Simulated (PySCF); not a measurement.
**C₄H₁₀O₂S (SMILES CCS(=O)(=O)CC): density, localisation and related maps**

```xyz
17

C     2.5018    0.1550    0.2008
C     1.2029   -0.6351    0.3775
S    -0.2793    0.5224    0.4431
O    -0.2285    0.9932    1.8060
O    -0.2354    1.4285   -0.6664
C    -1.7701   -0.5373    0.2310
C    -2.9910    0.3503    0.4686
H     2.8257    0.6968    1.0820
H     2.5491    0.8559   -0.6400
H     3.3049   -0.5088   -0.0396
H     1.2353   -1.1767    1.2691
H     1.0215   -1.1650   -0.5369
H    -1.7253   -0.8812   -0.7886
H    -1.7813   -1.3080    0.9929
H    -3.0178    0.5160    1.5360
H    -3.0411    1.3378   -0.0445
H    -3.9188   -0.1224    0.1509
```

Geometry: GFN2-xTB, MD frame at 250 fs, 200 K.

These are results of PBE0/pcSseg-1, SCF density, gas phase, non-relativistic (PySCF), not measurements.

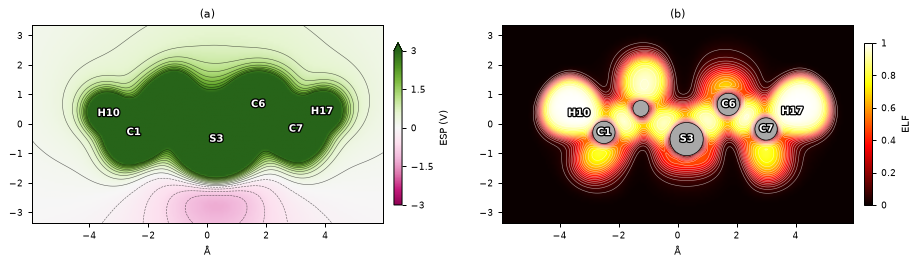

Figure 1. (a) electrostatic potential; (b) ELF on the plane of atoms S3, C6 and C7. Grey discs cover the atomic cores in the ELF map.

Question: Describe what can be read from this map.

Answer: The section cuts through C, S and H sites.
C–C (1.53 Å): the ELF peaks at about 0.95 between the atoms: a covalent bond.
C–S (1.84 Å): the ELF peaks at about 0.95 between the atoms, as expected for a covalent bond.
C–H (1.07 Å): the ELF climbs to about 1 towards the hydrogen, as it does in any bond to H: an ordinary covalent bond to hydrogen.
Outside the dense part of the molecule the potential is most negative (−1.3 V) near O4, which lies off the plane.

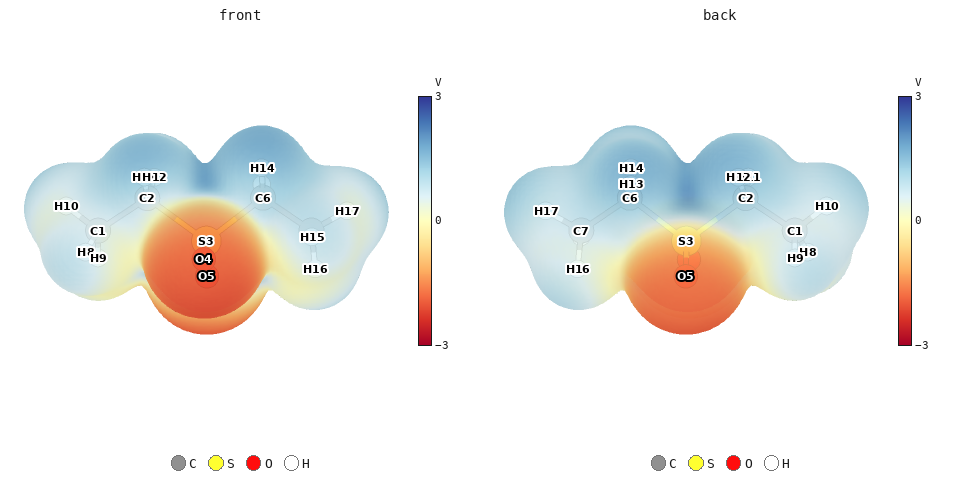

Figure 2. The molecular electrostatic potential painted on the density surface at 0.004 e/bohr³, seen from the front and from behind; red is negative and blue positive.

Question: Describe the electrostatic potential map.

Answer: The most negative region (about −2.1 V, or −48 kcal/mol for a unit charge) lies over O4, the most positive (about +1.8 V, or +42 kcal/mol for a unit charge) over S3, C6 and H12. O4 is the likeliest acceptor of a hydrogen bond.

Question: How polar is the molecule by this calculation?

Answer: Its dipole moment is 4.04 D.
